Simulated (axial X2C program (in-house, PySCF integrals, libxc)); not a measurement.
# NMoO²⁺: bond lengths and stretches, held linear

How do method and spin–orbit coupling move the bonds and stretches of NMoO²⁺, held linear?

Program: an in-house X2C program for linear molecules on PySCF integrals. Level of theory: all-electron X2C, two-component (2c) or spin-free, N dyall-av3z, Mo dyall-v3z, O dyall-av3z. These are calculated values, not measurements.

All values are calculated.

2 further runs of the same task are left out: 2 set aside as unsound or not needed.

## (1) The job

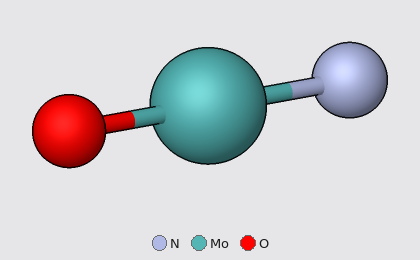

The atoms on one line, bonds 1.810 and 1.780 Å (nitrogen light blue, molybdenum teal, oxygen red).

task.json reads:

```json
{"zs": [7, 42, 8], "q": 2, "bas": ["dyall-av3z", "dyall-v3z", "dyall-av3z"], "r0": [1.81, 1.78], "symm": 0, "scan": ["PBE0", "HF", "PBE"], "levels": ["PBE0", "HF", "LDA"], "nst": 2}
```

Keys: zs atomic numbers; q charge; bas basis sets; r0 starting distance in Å; symm equal bonds; scan levels of the two-bond scan; levels methods; nst determinants followed.

The run is started by

```sh
> python solin.py task.json out
```

Masses N 14.003, Mo 97.905, O 15.995 u.

## (2) Scan at PBE0, 2c

State: Ω = 5/2 (beyond evenly filled blocks: ω = 5/2). Energies above the lowest point, from the job's result record:

```
r(N–Mo) (Å)  r(Mo–O) (Å)  E (meV)
     2.4141       1.5444    54.86
     2.4141       1.5840    10.70
     2.4141       1.6236    74.06
     2.4760       1.5444    41.25
     2.4760       1.5840     0.00
     2.4760       1.6236    65.80
     2.4760       1.6632   215.33
     2.5379       1.5444    41.68
     2.5379       1.5840     2.94
     2.5379       1.6236    70.85
     2.5998       1.5840    16.17
     2.5998       1.6632   238.45
```

A quadratic surface with cubic terms in each bond gives the minimum at 2.494 and 1.578 Å, force constants 0.521, 11.3 and coupling 0.14 mdyn/Å.

## (3) Scan at PBE, 2c

State: Ω = 5/2 (beyond evenly filled blocks: ω = 5/2). Energies above the lowest point, from the job's result record:

```
r(N–Mo) (Å)  r(Mo–O) (Å)  E (meV)
     2.4141       1.5444   136.07
     2.4141       1.5840    15.57
     2.4141       1.6236     5.41
     2.4760       1.5444   124.18
     2.4760       1.5840     7.05
     2.4760       1.6236     0.00
     2.4760       1.6632    81.64
     2.5379       1.5444   124.82
     2.5379       1.5840    10.48
     2.5379       1.6236     5.97
     2.5998       1.5840    22.90
     2.5998       1.6632   106.24
```

A quadratic surface with cubic terms in each bond gives the minimum at 2.480 and 1.606 Å, force constants 0.481, 10 and coupling 0.17 mdyn/Å.

## (4) Scan at PBE0, spin-free

State: M_S = 5/2, Λ = 0 (beyond evenly filled blocks: σα, π+α, π-α, δ+α, δ-α). Energies above the lowest point, from the job's result record:

```
r(N–Mo) (Å)  r(Mo–O) (Å)  E (meV)
     2.4141       1.5444    55.56
     2.4141       1.5840    10.62
     2.4141       1.6236    73.32
     2.4760       1.5444    42.05
     2.4760       1.5840     0.00
     2.4760       1.6236    65.14
     2.4760       1.6632   214.13
     2.5379       1.5444    42.53
     2.5379       1.5840     2.99
     2.5379       1.6236    70.25
     2.5998       1.5840    16.26
     2.5998       1.6632   237.33
```

A quadratic surface with cubic terms in each bond gives the minimum at 2.494 and 1.578 Å, force constants 0.52, 11.3 and coupling 0.14 mdyn/Å.

## (5) The levels side by side

| level | r(N–Mo) (Å) | r(Mo–O) (Å) | lower stretch (cm⁻¹) | upper stretch (cm⁻¹) |
| --- | --- | --- | --- | --- |
| PBE0, 2c | 2.494 | 1.578 | 266.1 | 1178.4 |
| PBE, 2c | 2.480 | 1.606 | 255.6 | 1109.2 |
| PBE0, spin-free | 2.494 | 1.578 | 266.0 | 1178.2 |
| PBE, spin-free | 2.479 | 1.607 | 255.5 | 1109.0 |

Scans not shown above were run alike.

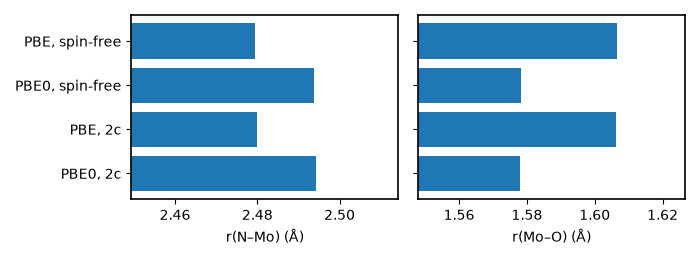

The two bond lengths by level.

In words: Over the levels the N–Mo bond spans 2.479 to 2.494 Å and the Mo–O bond 1.578 to 1.607 Å. At PBE0 spin–orbit coupling leaves both bonds unchanged to 0.001 Å. Each state is one determinant, the lowest of a limited PBE0 search; the stretches come from a fit to few points and are good to some per cent at best. A multiply charged ion may be only metastable. The molecule was held linear; bending was not examined, so a bent shape may lie lower. Note: several unpaired electrons, one determinant need not be a pure state.
